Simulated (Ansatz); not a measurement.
# H5OSiSn: ladder of basis sets in Python

How does the energy of H5OSiSn converge with the basis? A script is to give a ladder of basis sets; the system is H5OSiSn.

Computed with Ansatz 0.2.0 through its Python package. The levels of theory stand in the script.

### Step 1. The structure

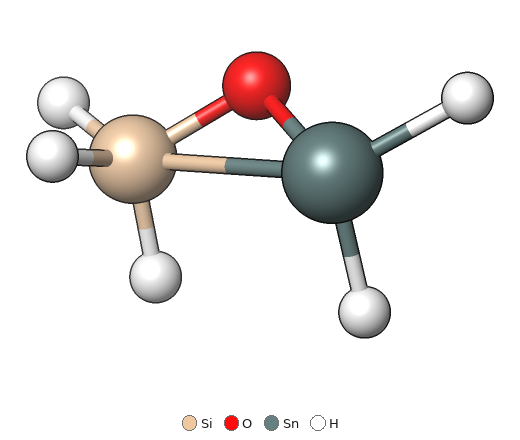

The structure that the script starts from, seen from a chosen angle (silicon light orange, oxygen red, tin teal, hydrogen white).

The script holds or builds the structure itself.

### Step 2. The code

File run_basis.py:

```python
"""How the energy of H5OSiSn converges with the basis."""

import ansatz as az

params = {
    "xc": "B3LYP",
}

mol = (
    az.Crystal.molecule()
    .atom("Si", (-0.6373, 0.9432, -0.5211))
    .atom("O", (0.9095, 0.3595, -0.4884))
    .atom("Sn", (0.8611, -0.99, 0.9467))
    .atom("H", (-1.5665, -0.0785, -0.8417))
    .atom("H", (-0.772, 2.0038, -1.603))
    .atom("H", (-1.0224, 1.6231, 0.7575))
    .atom("H", (2.5223, -1.6729, 1.1434))
    .atom("H", (-0.2025, -2.2454, 0.5508))
)

base = (
    mol.calculation()
    .functional(params["xc"])
    .spin("collinear", total=1)
)

energies = {}
for basis in ["def2-SVP", "def2-SVPD", "def2-TZVP", "def2-TZVPP"]:
    summary = base.basis(gaussian=basis).run(threads=1).report
    size = summary["n_frozen"] + summary["n_occupied"][0] + summary["n_virtual"][0]
    energies[basis] = (summary["reference_energy_ev"] / 27.211386246, summary["free_energy_ev"] / 27.211386246)
    print(f"{basis:14s} {size:4d} orbitals  reference {energies[basis][0]:14.6f} Ha  total {energies[basis][1]:14.6f} Ha")

last = energies["def2-TZVPP"][1]
for basis, (_, total) in energies.items():
    print(f"{basis:14s} lies {27.211386 * (total - last):9.4f} eV above def2-TZVPP")
```

### Step 3. The input behind the calls

The engine receives this input (first run):

```yaml
crystal:
  periodic: [false, false, false]
  atoms:
    - { symbol: Si, position_ang: [-0.6373, 0.9432, -0.5211] }
    - { symbol: O, position_ang: [0.9095, 0.3595, -0.4884] }
    - { symbol: Sn, position_ang: [0.8611, -0.99, 0.9467] }
    - { symbol: H, position_ang: [-1.5665, -0.0785, -0.8417] }
    - { symbol: H, position_ang: [-0.772, 2.0038, -1.603] }
    - { symbol: H, position_ang: [-1.0224, 1.6231, 0.7575] }
    - { symbol: H, position_ang: [2.5223, -1.6729, 1.1434] }
    - { symbol: H, position_ang: [-0.2025, -2.2454, 0.5508] }
basis:
  gaussian:
    orbitals: def2-SVP
hamiltonian:
  xc: b3lyp
magnetization:
  spin_polarized: true
  initial_magnetization: 1.0
```

### Step 4. The run

On the command line:

```
python run_basis.py
```

What it wrote:

```text
def2-SVP         83 orbitals  reference    -581.932861 Ha  total    -581.932861 Ha
def2-SVPD       119 orbitals  reference    -581.944122 Ha  total    -581.944122 Ha
def2-TZVP       148 orbitals  reference    -582.152740 Ha  total    -582.152740 Ha
def2-TZVPP      193 orbitals  reference    -582.153707 Ha  total    -582.153707 Ha
def2-SVP       lies    6.0095 eV above def2-TZVPP
def2-SVPD      lies    5.7031 eV above def2-TZVPP
def2-TZVP      lies    0.0263 eV above def2-TZVPP
def2-TZVPP     lies    0.0000 eV above def2-TZVPP
```

Wall time 35 s (1 thread of Arm Neoverse V2, shared host); peak memory 0.56 GiB.

### Step 5. Inputs of later runs

The engine's inputs for the other runs:

Run 2, against run 1:

```diff
@@ -14 +14 @@
-    orbitals: def2-SVP
+    orbitals: def2-SVPD
```

Run 3, against run 1:

```diff
@@ -14 +14 @@
-    orbitals: def2-SVP
+    orbitals: def2-TZVP
```

Run 4, against run 1:

```diff
@@ -14 +14 @@
-    orbitals: def2-SVP
+    orbitals: def2-TZVPP
```

### Step 6. The engine's runs

The 4 runs, in the order started:

| run | basis | energy (eV) | <S²> | SCF cycles | CPU time (s) |
| --- | --- | --- | --- | --- | --- |
| 1 | def2-SVP | -15835.1999 | 0.75 | 20 | 5.1 |
| 2 | def2-SVPD | -15835.5063 | 0.75 | 18 | 8.8 |
| 3 | def2-TZVP | -15841.1830 | 0.75 | 17 | 8.6 |
| 4 | def2-TZVPP | -15841.2094 | 0.75 | 17 | 12 |

### Step 7. What came out

| quantity | value |
| --- | --- |
| runs compared | 4 |
| change of the total from set to set | -0.306, -5.677, -0.026 eV |

Against def2-SVP: def2-SVPD -11.3 mHa, def2-TZVP -219.9 mHa and def2-TZVPP -220.8 mHa. The last step alone is -0.97 mHa (these two sets differ little on atoms other than hydrogen), and the time grows from 5.1 to 11.8 s. Caveats:
- Total energies depend on the basis set; only differences at equal settings carry meaning.
- The geometry is a force-field or estimated start, not a minimum of this method, and the last set is no limit.
- def2 sets replace the cores of elements past krypton by effective core potentials.
- The species is open-shell (spin multiplicity 2).
- b3lyp holds the VWN-RPA fit, as in Gaussian; the form of ORCA and Turbomole is b3lyp5.
